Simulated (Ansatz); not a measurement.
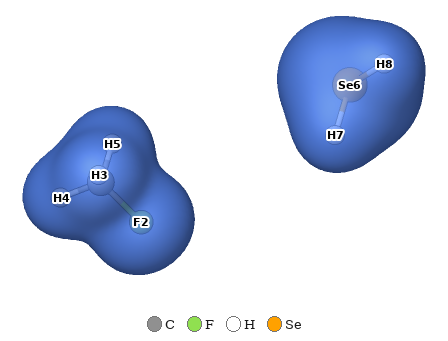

Figure 1: CH$_{3}$F···H$_{2}$Se. Isosurface of the total electron density at 0.05 e/Å³ (blue), seen at a tilt.

Geometry: rigid move from PBE0-D4/def2-TZVP.

Computed with RKS PBE0-D4/def2-TZVPPD in Ansatz 0.2.0.

Input

```
crystal:
  periodic: [false, false, false]
  atoms:
    - {symbol: C, position_ang: [0.004015, -0.065947, -1.410773]}
    - {symbol: F, position_ang: [-0.787273, 0.863749, -0.762773]}
    - {symbol: H, position_ang: [0.793135, 0.460232, -1.951388]}
    - {symbol: H, position_ang: [-0.616955, -0.629914, -2.109438]}
    - {symbol: H, position_ang: [0.438566, -0.736685, -0.666715]}
    - {symbol: Se, position_ang: [-0.074830, -0.499619, 6.221451]}
    - {symbol: H, position_ang: [-0.582030, 0.428748, 5.203812]}
    - {symbol: H, position_ang: [1.093550, 0.352541, 6.466685]}
basis:
  gaussian: {orbitals: "def2-TZVPPD.json"}
hamiltonian: {xc: pbe0, dispersion: d4}
output: {orbitals: {seedname: orbitals}}
```

Run with:

```sh
ansatz run in.yaml --threads 4 --pin off --events-out ev --progress --plain --max-ram 9574MiB
```

Q: Which contacts does the surface bridge?

A: At this value the surface falls into two separate pieces. It bridges the sampled C–F (1.38 Å), C–H (1.09 Å) and Se–H (1.47 Å) contacts, where the density stays above the isovalue. On the grid the lowest density along these lines, outside the cores, is 1.6 e/Å³ (C–F, 1.38 Å), 2 e/Å³ (C–H, 1.09 Å) and 1.2 e/Å³ (Se–H, 1.47 Å).
